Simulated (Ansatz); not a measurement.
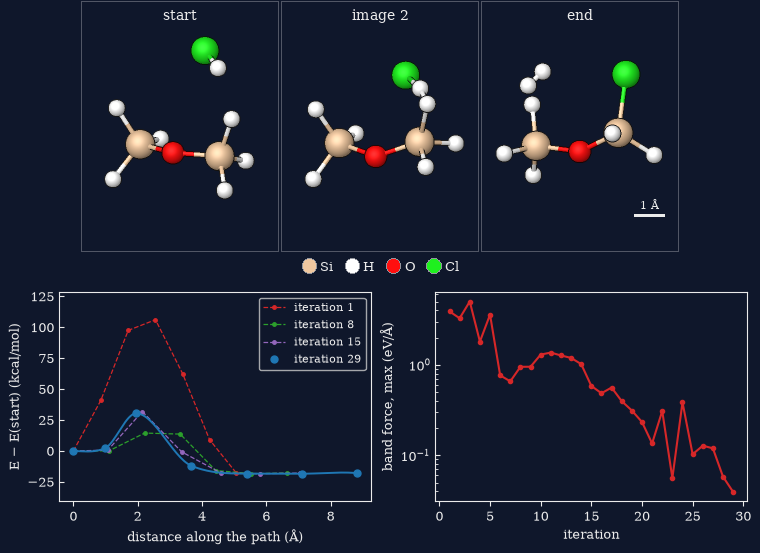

NEB run on Si2H7OCl. Images are numbered from 0 (start) to 6 (end). The plot follows the band through its iterations. Style: ball-and-stick. Shown at a tilt.

Theory: RKS PBE0-D4/def2-SVP in Ansatz.

The input:
```yaml
crystal:
  periodic: [false, false, false]
  atoms:
    - {symbol: Si, position_ang: [-1.046943, 0.891723, -0.801064]}
    - {symbol: H, position_ang: [-0.026658, 1.936684, -1.112110]}
    - {symbol: O, position_ang: [-0.308944, -0.546687, -0.619569]}
    - {symbol: Si, position_ang: [0.261409, -1.702389, 0.392867]}
    - {symbol: H, position_ang: [-1.996651, 0.816634, -1.936798]}
    - {symbol: H, position_ang: [-1.760128, 1.286854, 0.440699]}
    - {symbol: H, position_ang: [1.522441, 1.954321, 0.246163]}
    - {symbol: Cl, position_ang: [2.074182, 1.534328, 1.326047]}
    - {symbol: H, position_ang: [-0.081212, -1.367863, 1.798973]}
    - {symbol: H, position_ang: [1.732080, -1.808589, 0.239553]}
    - {symbol: H, position_ang: [-0.369679, -2.994916, 0.025139]}
basis:
  gaussian: {orbitals: def2-SVP}
hamiltonian: {xc: pbe0, dispersion: d4}
neb:
  images: 5
  climbing: true
  max_iterations: 40
  initial_path: idpp
  final_atoms:
    - {symbol: Si, position_ang: [-1.254932, 0.994735, 0.543133]}
    - {symbol: H, position_ang: [1.265731, 0.844187, -2.107652]}
    - {symbol: O, position_ang: [-0.728400, -0.528080, 0.410826]}
    - {symbol: Si, position_ang: [0.499327, -1.599449, 0.216576]}
    - {symbol: H, position_ang: [-1.626037, 1.528696, -0.784434]}
    - {symbol: H, position_ang: [-2.384127, 1.033851, 1.494280]}
    - {symbol: H, position_ang: [1.430807, 1.304416, -1.542936]}
    - {symbol: Cl, position_ang: [0.231113, 2.197723, 1.292800]}
    - {symbol: H, position_ang: [0.180288, -2.809839, 1.011172]}
    - {symbol: H, position_ang: [1.775486, -1.005219, 0.684698]}
    - {symbol: H, position_ang: [0.610643, -1.960920, -1.218563]}
```

Run as
```bash
ansatz run in.yaml --threads 4 --pin off --events-out ev --progress --plain --max-ram 9574MiB
```

> Judge this run.

The run is converged, with reservations. The band converged in 29 iterations. The largest component of the band force went from 3.9 to 0.039 eV/Å. The climbing image converged on the top of the path. Its curvatures weren't checked. The largest force component is 0.53 eV/Å at the start and 0.62 eV/Å at the end; an end with forces this large is no minimum, and the barrier measured from it can be far off. The first iteration put the highest image at 106.2 kcal/mol. The energy climbs by 30.4 kcal/mol to image 2 and then falls by 48.3 kcal/mol, so the end point sits at −17.8 kcal/mol. Image 5 lies below both ends, at −18.4 kcal/mol, so an end isn't at the bottom of its valley.
